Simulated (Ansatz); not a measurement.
```xyz
10

Al   -0.0510    0.7265    0.0489
N    -0.1191    0.0677    1.9727
H    -0.9195   -0.5530    2.1185
H     0.7388   -0.4531    2.1732
N     1.5264    0.1444   -0.5682
H     2.3092    0.7782   -0.7077
H     1.5755   -0.5892   -1.2709
Cl   -1.7939   -0.2865   -0.6874
Cl   -0.2332    2.8291    0.4409
H    -0.1902    0.8498    2.6288
```

Level of theory: RKS B3LYP-D4/def2-SVP in Ansatz.

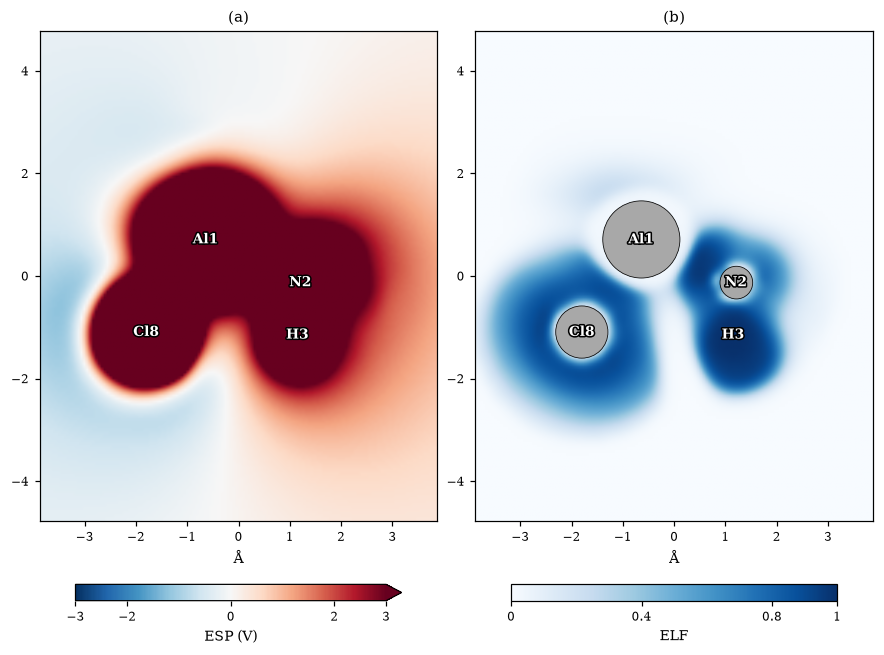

AlCl$_{2}$H$_{5}$N$_{2}$. (a) molecular electrostatic potential; (b) electron localisation function on the plane of atoms Al1, N2 and H3. Grey discs cover the atomic cores in the ELF map.

Question: Read the bonding off the picture.

Answer:
- Atoms in the plane: Al, N, H and Cl.
- Al–Cl (2.15 Å): the ELF peaks at about 0.90 in the valence shell of Cl, 0.9 Å from its nucleus, and is about 0.85 at the midpoint.
- N–H (1.02 Å): the ELF climbs to about 1 towards the hydrogen, as it does in any bond to H: a covalent bond by its length.
- Al–N (2.03 Å): the ELF peaks at about 0.95 in the valence shell of N, 0.8 Å from its nucleus, and is about 0.75 at the midpoint.
- The ELF also peaks beside Cl8, away from the bonds: lone-pair regions.
- Outside the dense part of the molecule the potential is most negative (−1.2 V) near Cl8.
